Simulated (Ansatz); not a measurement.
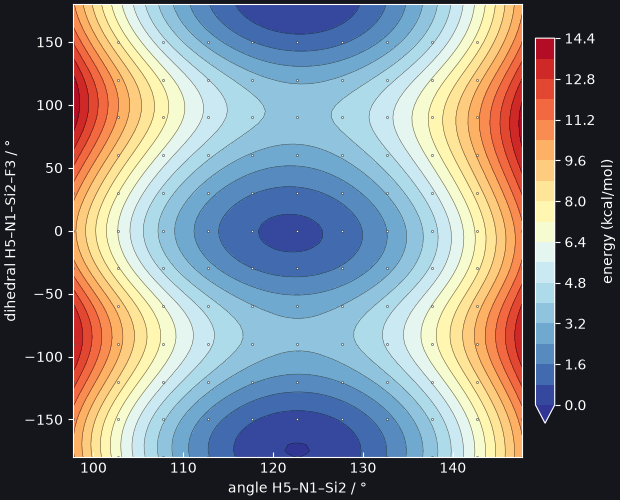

BrFH₂NSi, SMILES N[Si](F)Br, spin multiplicity 2. 
- First axis: angle H5–N1–Si2. Second axis: dihedral H5–N1–Si2–F3.
- Nothing is relaxed (all other coordinates rigid).
- The grid has 11 × 12 points.
- Points are written as (first, second).
- Energies are in kcal/mol, from the lowest grid point.
- This map comes from Ansatz 0.2.0, UKS r2SCAN0-D4/def2-SVP.

In the figure: filled contours, dots at the grid points. Between grid points the surface is interpolated.

The lowest grid point is at (122.7°, −180°). A higher local minimum lies near (122.7°, 0°) (0.6 kcal/mol above the lowest at that grid point). The highest grid point, (97.7°, 90°), lies 14.1 kcal/mol above the lowest. On the interpolated surface the easiest way out of the lowest well to the well at about (122°, 0°) passes a barrier of about 3.4 kcal/mol. Round the minimum the two coordinates are nearly uncoupled.

The system is changed to ClFH₂NSi, SMILES N[Si](F)Cl, spin multiplicity 2; the new grid has 9 × 9 points, laid about the new relaxed structure.

What does this change do to the map?

The minimum (interpolated where it lies between grid points) moves from about (123°, −175°) to about (121°, −165°). The easiest pass out of the lowest well goes from about 3.4 to about 3.1 kcal/mol on the interpolated surfaces.

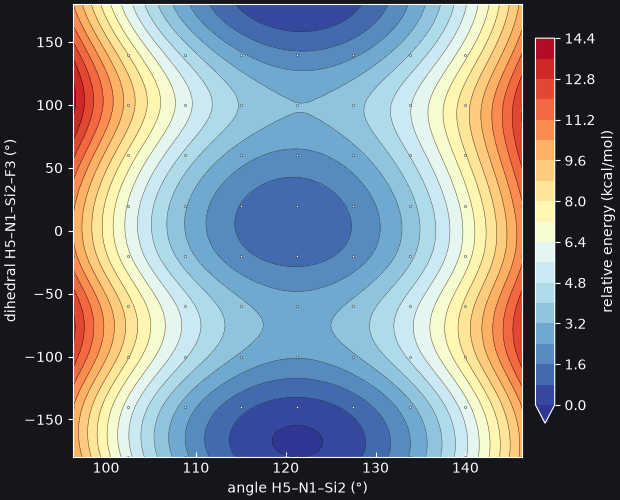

The map after the change, on a colour scale of its own. Drawn: filled contours, dots at the grid points. Between grid points the surface is interpolated.
